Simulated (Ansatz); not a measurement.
Li2O (anti-fluorite)

Space group Fm-3m (No. 225); a = 4.6261 Å, b = 4.6261 Å, c = 4.6261 Å, α = 90.00°, β = 90.00°, γ = 90.00°

```tsv
atom	site	symmetry	x	y	z
O	4a	m-3m	0.0000	0.0000	0.0000
Li	8c	-43m	0.2500	0.2500	0.2500
```
(The calculation used a cell of 3 atoms; values per cell refer to that cell.)

This relaxed cell (volume V₀) is scaled evenly in all directions, its shape held. Symmetry pins the atoms to their sites.

These are PBE (plane waves to 420 eV, PAW, scalar-relativistic; Ansatz, an electronic-structure program) values and carry that method's errors. k mesh 12×12×12 (Γ-centred), Fermi-Dirac smearing 0.05 eV. The energy includes the smearing's −TS. Li2O was relaxed with its symmetry unable to fall. The zero of ΔE is the relaxed starting cell.

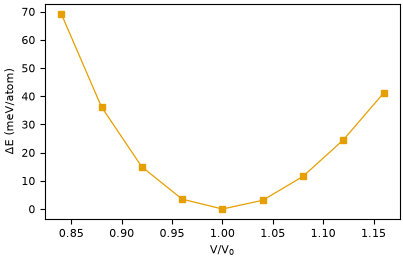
ΔE (meV/atom) against V/V₀; computed points joined by lines.

Problem. What is ΔE at V/V₀ = 0.840?

Solution. About 69 meV/atom.

Problem. What is ΔE at V/V₀ = 1.160?

Solution. About 41 meV/atom.

Problem. What bulk modulus B₀ follows from a third-order Birch-Murnaghan fit?

Solution. About 79 GPa.

(Under strain, the slope of the energy per volume gives the stress and its curvature an elastic modulus.)
